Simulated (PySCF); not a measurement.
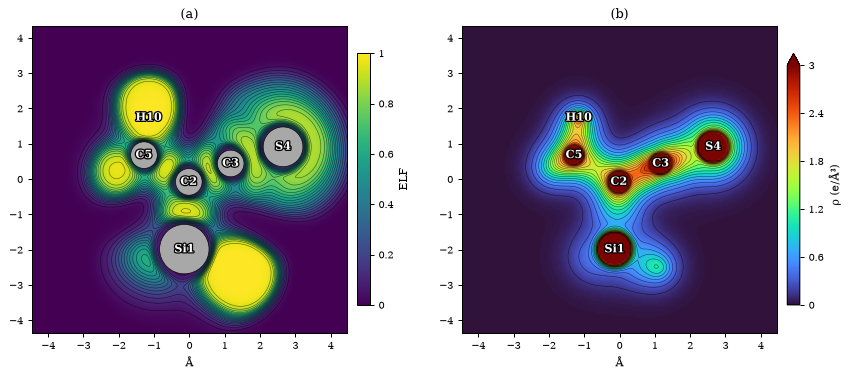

Figure 1: C₃H₅ClSSi (SMILES [SiH3]C(=C=S)CCl). (a) electron localisation function; (b) total electron density on the plane of atoms Si1, C2 and C3. Grey discs cover the atomic cores in the ELF map.

Geometry: GFN2-xTB.

Level of theory: PySCF, PBE0/def2-SVPD, SCF density, gas phase.

Input

```
{"job": {"kind": "uv", "xc": "PBE0", "basis": "def2-SVPD", "nstates": 8, "ntriplets": 3}, "charge": 0, "multiplicity": 1}
Si    -1.517161     0.032741    -0.396095
C      0.332105     0.325491    -0.032592
C      0.720668     1.546146     0.155937
S      1.043227     3.065013     0.285121
C      1.179422    -0.881160     0.149434
Cl     0.846591    -1.654494     1.746799
H     -1.534367    -0.876206    -1.545709
H     -2.132688     1.317033    -0.709976
H     -2.130020    -0.590099     0.775103
H      2.241908    -0.640818     0.143982
H      0.955738    -1.640978    -0.597969
```

Command:

```sh
OMP_NUM_THREADS=1 python probes_run.py task.json out
```

**Read the bonding off the picture.**

Atoms in the plane: Si, C, S and H. C–C (1.29 Å): the density is about 2.4 e/Å³ at the midpoint; the ELF peaks at about 0.90 between the atoms; a short, multiple covalent bond. C–S (1.56 Å): ρ at the midpoint is about 1.8 e/Å³; the ELF peaks at about 0.90 between the atoms; a covalent bond. C–Si (1.91 Å): the density is about 0.86 e/Å³ at the midpoint; the ELF peaks at about 0.95 between the atoms: a covalent bond. C–H (1.09 Å): the density is about 2 e/Å³ at the midpoint; the ELF climbs to about 1 towards the hydrogen, as it does in any bond to H: an ordinary covalent bond to hydrogen. C–C (1.49 Å): ρ at the midpoint is about 1.7 e/Å³; the ELF peaks at about 0.95 between the atoms, as expected for a shared electron pair. The ELF also peaks beside S4, away from the bonds: lone-pair regions.
